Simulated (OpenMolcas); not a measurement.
**Mn²⁺ complex: multiconfigurational calculation (part 2 of 2)**

Continued. System: Mn²⁺ with 6 ligands (F; octahedron, 2.202 Å), embedded in NaF by model potentials and point charges, whose field is part of the energies. Method: state-averaged CASSCF, active space 5 electrons in the shell 3d, basis ANO-RCC-VDZP on the metal and ANO-RCC-VDZP on the ligands, DKH2 scalar Hamiltonian, spin-orbit coupling by RASSI with atomic mean-field integrals (OpenMolcas).

**The program's output (extracts), continued**
```
--- RASSI ---
SPIN-FREE ENERGIES:
  (Shifted by EMIN (a.u.) =      -1757.4034081500)

 SF State       Relative EMIN(au)   Rel lowest level(eV)    D:o, cm**(-1)

     1             0.0000000000        0.0000000000              0.0000
     2             0.1241218027        3.3775263148          27241.5869
     3             0.1241218027        3.3775263148          27241.5869
     4             0.1241218027        3.3775263148          27241.5869
     5             0.1382351509        3.7615700834          30339.1088
     6             0.1382351509        3.7615700834          30339.1088
     7             0.1382351509        3.7615700834          30339.1088
     8             0.1427970323        3.8857051995          31340.3260
     9             0.1427970323        3.8857051995          31340.3260
    10             0.1431118542        3.8942719418          31409.4215
    11             0.1706181515        4.6427564200          37446.3559
    12             0.1706181515        4.6427564200          37446.3559
    13             0.1706181515        4.6427564200          37446.3559
    26             0.1730012826        4.7076047211          37969.3927
    27             0.1730012826        4.7076047211          37969.3927
    28             0.1730012826        4.7076047211          37969.3927
    14             0.1781595883        4.8479693704          39101.5100
    15             0.1781595883        4.8479693704          39101.5100
    17             0.1818924040        4.9495444612          39920.7683
    18             0.1818924040        4.9495444612          39920.7683
    16             0.1818924040        4.9495444612          39920.7683
    29             0.1871540972        5.0927224275          41075.5765
    30             0.1890522901        5.1443748869          41492.1817
    31             0.1890522901        5.1443748869          41492.1817
    32             0.1890522901        5.1443748869          41492.1817
    33             0.1928522503        5.2477770727          42326.1766
    34             0.1928522503        5.2477770727          42326.1766
    35             0.1928522503        5.2477770727          42326.1766
    36             0.1976486790        5.3782945451          43378.8710
    37             0.1976486790        5.3782945451          43378.8710
    38             0.2029523179        5.5226139115          44542.8852
    39             0.2153835033        5.8608836994          47271.2150
    40             0.2153835033        5.8608836994          47271.2150
    41             0.2153835033        5.8608836994          47271.2150
    42             0.2193863201        5.9698058929          48149.7317
    43             0.2193863201        5.9698058929          48149.7317
    44             0.2270197074        6.1775209430          49825.0666
    45             0.2270197074        6.1775209430          49825.0666
    46             0.2270197074        6.1775209430          49825.0666
    47             0.2386609041        6.4942940424          52380.0139
Eigenvalues of complex Hamiltonian:
   -----------------------------------
  (Shifted by EMIN (a.u.) =      -1757.4034081500)

 SO State       Relative EMIN(au)   Rel lowest level(eV)    D:o, cm**(-1)

     1            -0.0000682618        0.0000000000              0.0000
     2            -0.0000682618        0.0000000000              0.0000
     3            -0.0000682603        0.0000000414              0.0003
     4            -0.0000682603        0.0000000414              0.0003
     5            -0.0000682603        0.0000000414              0.0003
     6            -0.0000682603        0.0000000414              0.0003
     7             0.1238486030        3.3719496719          27196.6082
     8             0.1238486030        3.3719496719          27196.6082
     9             0.1239029273        3.3734279125          27208.5310
    10             0.1239029273        3.3734279125          27208.5310
    11             0.1239029273        3.3734279122          27208.5310
    12             0.1239029273        3.3734279122          27208.5310
    13             0.1241115646        3.3791052202          27254.3216
    14             0.1241115646        3.3791052202          27254.3216
    15             0.1241115646        3.3791052204          27254.3216
    16             0.1241115646        3.3791052204          27254.3216
    17             0.1242764481        3.3835919305          27290.5094
    18             0.1242764481        3.3835919305          27290.5094
    19             0.1377021701        3.7489244371          30237.1148
    20             0.1377021701        3.7489244371          30237.1148
    21             0.1379794942        3.7564708101          30297.9804
    22             0.1379794942        3.7564708100          30297.9804
    23             0.1379794942        3.7564708101          30297.9804
    24             0.1379794942        3.7564708100          30297.9804
    25             0.1384157252        3.7683412617          30393.7220
    26             0.1384157252        3.7683412617          30393.7220
    27             0.1384321760        3.7687889102          30397.3325
    28             0.1384321760        3.7687889101          30397.3325
    29             0.1384321760        3.7687889101          30397.3325
    30             0.1384321760        3.7687889102          30397.3325
    31             0.1427099271        3.8851924467          31336.1904
    32             0.1427099271        3.8851924467          31336.1904
    33             0.1427249958        3.8856024866          31339.4976
    34             0.1427249958        3.8856024861          31339.4976
    35             0.1427249958        3.8856024866          31339.4976
    36             0.1427249958        3.8856024861          31339.4976
    37             0.1427475315        3.8862157135          31344.4436
    38             0.1427475315        3.8862157135          31344.4436
    39             0.1430373741        3.8941027328          31408.0567
    40             0.1430373740        3.8941027323          31408.0567
    41             0.1430373740        3.8941027323          31408.0567
Weights of the five most important spin-orbit-free states for each spin-orbit state.

 SO State  Total energy (au)           Spin-free states, spin, and weights
 -------------------------------------------------------------------------------------------------------
    1        -0.000068       1 2.5  0.9996   18 1.5  0.0001   17 1.5  0.0001   16 1.5  0.0001    4 1.5  0.0001
    2        -0.000068       1 2.5  0.9996   17 1.5  0.0001   18 1.5  0.0001   16 1.5  0.0001    2 1.5  0.0001
    3        -0.000068       1 2.5  0.9996   18 1.5  0.0001    4 1.5  0.0001   16 1.5  0.0001    3 1.5  0.0001
    4        -0.000068       1 2.5  0.9996   17 1.5  0.0001    2 1.5  0.0001   16 1.5  0.0001    3 1.5  0.0001
    5        -0.000068       1 2.5  0.9996   17 1.5  0.0001    2 1.5  0.0001   16 1.5  0.0001    3 1.5  0.0000
    6        -0.000068       1 2.5  0.9996   18 1.5  0.0001   16 1.5  0.0001    4 1.5  0.0001    3 1.5  0.0001
    7         0.123849       2 1.5  0.3322    4 1.5  0.3322    3 1.5  0.3322   28 0.5  0.0006   27 0.5  0.0006
    8         0.123849       2 1.5  0.3322    3 1.5  0.3322    4 1.5  0.3322   28 0.5  0.0006   27 0.5  0.0006
    9         0.123903       3 1.5  0.4568    4 1.5  0.4479    2 1.5  0.0930   26 0.5  0.0004   13 1.5  0.0003
   10         0.123903       3 1.5  0.4569    4 1.5  0.4477    2 1.5  0.0930   26 0.5  0.0004   13 1.5  0.0003
   11         0.123903       2 1.5  0.5721    4 1.5  0.2173    3 1.5  0.2083   28 0.5  0.0003   27 0.5  0.0003
   12         0.123903       2 1.5  0.5721    4 1.5  0.2174    3 1.5  0.2082   28 0.5  0.0003   27 0.5  0.0003
```

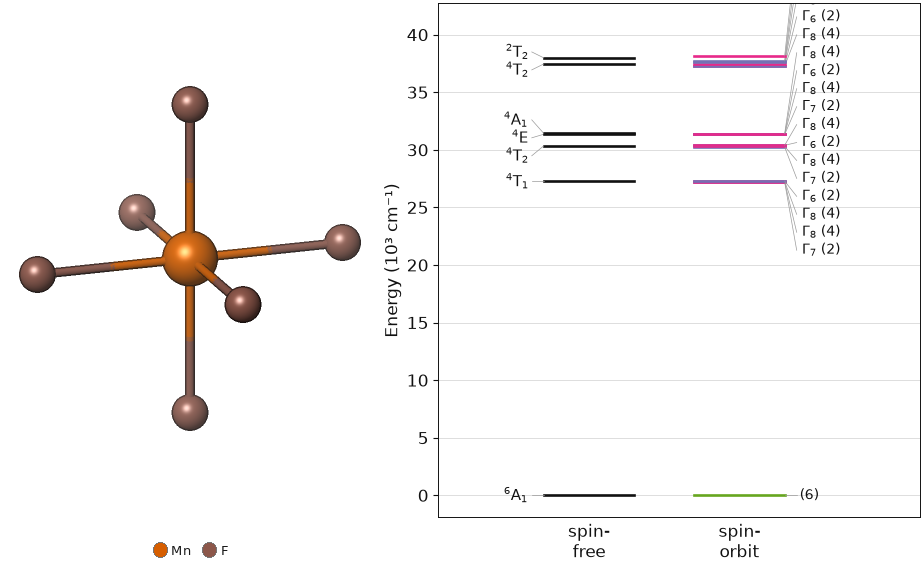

*Mn²⁺ (3d⁵) as a dopant in NaF, a cluster with its 6 nearest F⁻ at 2.202 Å (octahedron) embedded in model potentials and point charges; the geometry was set, not optimised, and its levels. Labels give the representation in O, Td, D4 or D3 as the site allows (double group for half-integer spin) where it could be assigned and, in brackets, the degeneracy; spin-free states, where drawn, share the zero of the spin-orbit levels.*

The ground level is 6-fold degenerate, 100 % from states of spin multiplicity 6. The next level lies at 27,200 cm⁻¹ (Γ₇). The lowest spin-free state is ⁶A₁, from the free-ion S term. A ligand-field fit to the spin-free states gives |10Dq| = 6,520 cm⁻¹, B = 1,090 and C = 4,060 cm⁻¹ (rms misfit 90 cm⁻¹). The active orbitals hold 96 to 99 % metal character (Löwdin), and the Mulliken charge of the metal is +1.56.

**The input**
```
&GATEWAY
Basis set
Mn.ANO-RCC-VDZP.
Mn1 0.0 0.0 0.0 Angstrom
End of basis
Basis set
F.ANO-RCC-VDZP.
L1 2.202000 0.000000 0.000000 Angstrom
L2 0.000000 2.202000 0.000000 Angstrom
L3 0.000000 0.000000 2.202000 Angstrom
End of basis
Basis set
Na.EMB-AIMP.Seijo.6s3p.1s1p.ECP.NaF.
PseudoCharge
* 3 symmetry-unique lattice sites within 7.6 angstrom
End of basis
Basis set
Na.EMB-AIMP.Seijo.0s.0s.ECP.NaF.
PseudoCharge
* 36 symmetry-unique lattice sites within 7.6 angstrom
End of basis
Basis set
F.EMB-AIMP.Seijo.0s.0s.ECP.NaF.
PseudoCharge
* 31 symmetry-unique lattice sites within 7.6 angstrom
End of basis
Symmetry
XYZ
AngMom=0.0 0.0 0.0
AMFI
RICD
XField
1025 Angstrom 0
* Evjen-weighted lattice charges
&SEWARD
&RASSCF
FileOrb=start.orb
Symmetry=1
Spin=6
nActEl=5 0 0
Inactive=18 21
Ras2=5 0
CIRoot=1 1 1
SDav=1
CIMx=300
Iter=150 100
PrWF=0.3
OrbListing=Nothing
MaxOrb=0
LevShft=1.0
>>> COPY $Project.JobIph JOB001
&RASSCF
FileOrb=start.orb
Symmetry=1
Spin=4
nActEl=5 0 0
Inactive=18 21
Ras2=5 0
CIRoot=24 24 1
SDav=24
CIMx=300
Iter=150 100
PrWF=0.3
OrbListing=Nothing
MaxOrb=0
LevShft=1.0
>>> COPY $Project.JobIph JOB002
&RASSCF
FileOrb=start.orb
Symmetry=1
Spin=2
nActEl=5 0 0
Inactive=18 21
Ras2=5 0
CIRoot=75 75 1
SDav=75
CIMx=300
Iter=150 100
PrWF=0.3
OrbListing=Nothing
MaxOrb=0
LevShft=1.0
>>> COPY $Project.JobIph JOB003
&RASSI
NrOfJobIphs=3 1 24 75
1
1 2 3 4 5 6 7 8 9 10 11 12 13 14 15 16 17 18 19 20 21 22 23 24
1 2 3 4 5 6 7 8 9 10 11 12 13 14 15 16 17 18 19 20 21 22 23 24 25 26 27
28 29 30 31 32 33 34 35 36 37 38 39 40 41 42 43 44 45 46 47 48 49 50 51
52 53 54 55 56 57 58 59 60 61 62 63 64 65 66 67 68 69 70 71 72 73 74 75
IphNames
JOB001
JOB002
JOB003
EJob
SpinOrbit
DIPRint=1.0
SOCoupling=1000.0
Subsets=2
Property=9
'ANGMOM' 1 'ANGMOM' 2 'ANGMOM' 3 'MLTPL  1' 1 'MLTPL  1' 2 'MLTPL  1' 3
'AMFI' 1 'AMFI' 2 'AMFI' 3
SOProperty=3
'ANGMOM' 1 'ANGMOM' 2 'ANGMOM' 3
```

The file start.orb holds starting orbitals from an earlier step. A driver script formed the levels outside the program, from RASSI's spin-orbit matrix and the active-space energies, averaged over the components of each term or state.

Command:
```bash
OMP_NUM_THREADS=1 MOLCAS_MEM=2457 MOLCAS_PROJECT=a pymolcas a.inp > a.log  # once for each step of the input, in one work folder
```

**Summary**

| quantity | value |
| --- | --- |
| outcome | converged |
| energy of the lowest spin-free term | −1757.40341 hartree |
| energy of the lowest spin-orbit level | −1757.40348 hartree |
| largest spread among components of a term | 0.0 cm⁻¹ |
| hardware | 1 thread of Arm Neoverse V2, 24 GiB of memory available, shared host |
| wall time | 36 s |
| peak memory | 0.18 GiB |

**Remarks**

Without dynamic correlation the splittings between terms come out too large, often by 20 to 50 %. Limits: small active space favours high spin, ground spin may be wrong; the geometry is set by hand, with no relaxation.
